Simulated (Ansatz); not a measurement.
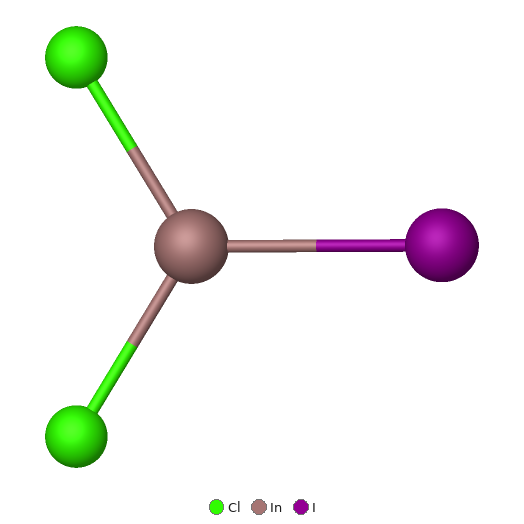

Ball-and-stick drawing of a structure. Every bond is drawn as one stick, whatever its order.

Question: What is the molecular formula?

Answer: InICl₂, 4 atoms: 1 indium, 1 iodine and 2 chlorine.

Question: How many atoms are distinct by symmetry?

Answer: 3: 2 Cl, 1 In, 1 I.

Question: How many bonds of each kind are drawn?

Answer: 2 Cl–In, 1 I–In.

More results for the same structure follow; atom numbers are the same in all pictures, views and colours differ. The geometry was computed by an optimisation with PBE0-D4/def2-TZVP.

## Shape

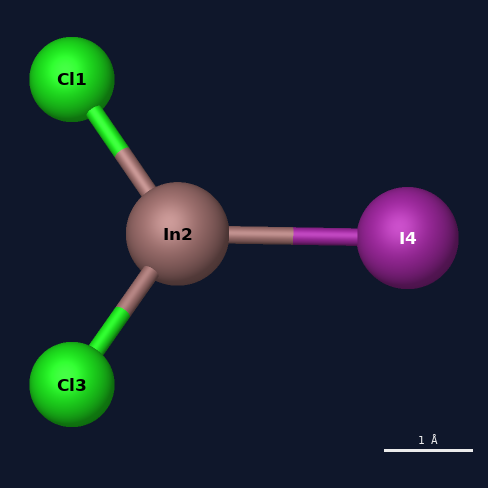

Question: What is the geometry at In2?

Answer: In2 has 3 neighbours (Cl1 at 2.30, Cl3 at 2.30, I4 at 2.62 Å); the arrangement is trigonal planar.

## Electronic properties

Properties computed with RKS BLYP-D4/def2-TZVPP, core potentials on I, In (Ansatz 0.2.0).

What does the calculation give?

- HOMO energy (Kohn–Sham orbital): −6.95 eV
- LUMO energy (Kohn–Sham orbital): −3.68 eV
- HOMO–LUMO gap: 3.27 eV

## Dipole moment

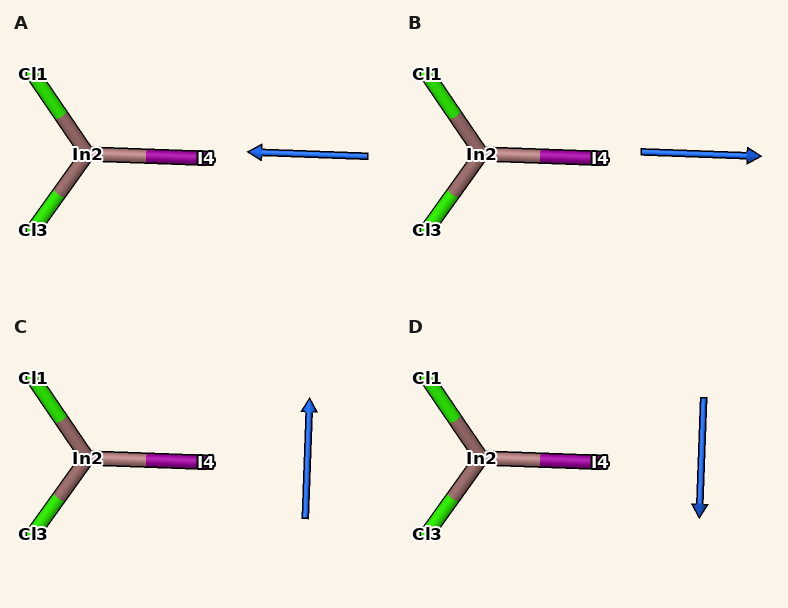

The same molecule four times, each with an arrow. Properties computed with RKS PBE0-D4/def2-TZVP, core potentials on I, In (Ansatz 0.2.0).

Question: Which arrow points along the dipole moment, from the negative to the positive end?

Answer: B. The dipole moment is 1.32 D; it points from the side of Cl1, Cl3 to the side of I4 (the outermost atoms at the two ends).

## Vibrations

Harmonic vibrations computed with RKS PBE0-D4/def2-TZVP, core potentials on I, In (Ansatz 0.2.0) at a stationary point of the same level.

Question: How many vibrational modes are there, and where do they lie?

Answer: 6 modes: 65, 89, 89, 208, 367, 389 cm⁻¹.
